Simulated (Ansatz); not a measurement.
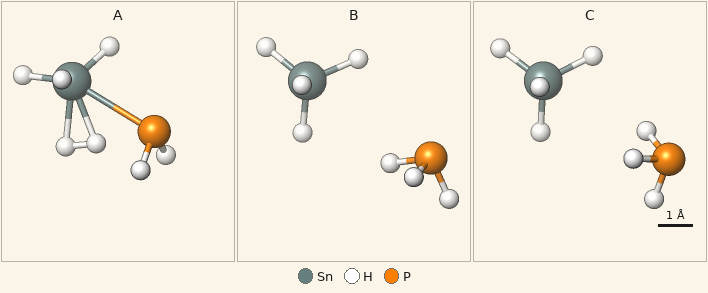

3 geometries from a converged minimum-energy path of SnPH₇, made up at the start of SnH4 and PH3, shuffled. The picture is a ball-and-stick view, seen from a free direction.

All numbers below come from RKS BHLYP-D4/def2-SVP (Ansatz). Run with 7 movable images; climbing image; force threshold 0.05 eV/Å; iteration limit 60; starting path through a guess of the saddle point.

### Which frame is the top of the path?

A. In order along the path, whose images run from 0 to 8: C (image 1, +0.01 eV), B (image 2, +0.02 eV), A (image 4, +3.06 eV). Breaking: H–P (1.42 → 3.10 Å), H–Sn (1.70 → 4.06 Å). Forming: H–H (3.06 → 0.75 Å), P–Sn (4.26 → 2.52 Å).

Limits of the set-up: the start holds two separate molecules, 3.1 Å apart at their closest, whose relative position is a soft coordinate.
